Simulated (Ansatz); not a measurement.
System: BaSrYNbO6 (F-43m).

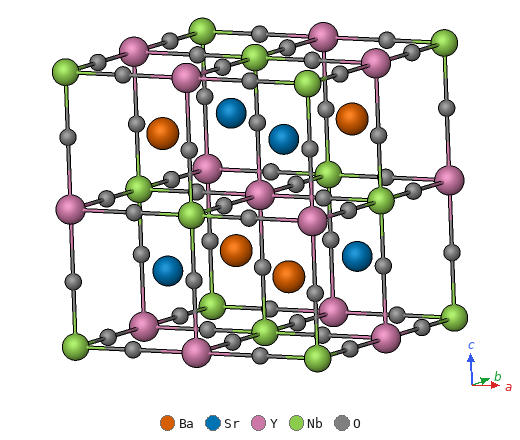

The structure (barium orange, strontium blue, yttrium pink, niobium green, oxygen grey). Some periodic images of atoms are drawn too.

```xyz
10
Lattice="0.0000 4.2525 4.2525 4.2525 0.0000 4.2525 4.2525 4.2525 0.0000" Properties=species:S:1:pos:R:3 pbc="T T T"
Ba    2.1262    2.1262    2.1262
Sr    6.3787    6.3787    6.3787
Y     4.2525    4.2525    4.2525
Nb    0.0000    0.0000    0.0000
O     2.0165    4.2525    4.2525
O     6.4884    4.2525    4.2525
O     4.2525    4.2525    6.4884
O     4.2525    4.2525    2.0165
O     4.2525    2.0165    4.2525
O     4.2525    6.4884    4.2525
```

The cell and positions are those that the Materials Project relaxed with its own functionals (PBE, PBE+U or r2SCAN), kept fixed. At the settings of the band run the largest force is still 0.29 eV/Å. Spin-orbit coupling is left out unless a run names it.

Gaps computed with Ansatz 0.2.0 without a self-energy: PBEsol 2.89 eV, PBE 2.96 eV, PBE+SOC 2.93 eV, r2SCAN 3.39 eV, PBE0 5.11 eV and DDH-PBE0 4.78 eV.

**Question.** What gap should G0W0 on PBE give (4×4×4 mesh, 843 empty bands, screening to 180 eV, PAW set soft_1 files)?

About 4.44 eV: on its mesh the run moves the gap from 2.96 eV by +1.48 eV. Among the scalar-relativistic levels given, DDH-PBE0 is nearest (+0.34 eV). Bands and cutoff are finite, so the gap is not at the basis limit. The miss can reach some tenths of an eV and take either sign; the mesh is an error of its own. The many-body steps are scalar-relativistic: spin-orbit coupling is not in them.

[Paths, hosts, dates, memory and timing lines, banners, echoed tables and standing remarks are left out of the program output.]

[Logs are printed without paths, hosts, clocks, repeated set-up lines and the standing remarks that a program may print on its own settings, such as how far it seeks lower states.]

[Runs of the session that timed out or met a known fault of the program may be left out.]

[Cells called generated may have been cut or substituted from an entry of the Crystallography Open Database or the Materials Project.]

[Hosts, paths, dates, database ids (printed as entryN), source tags and the programs' standing remarks are cut or masked in the printed files.]
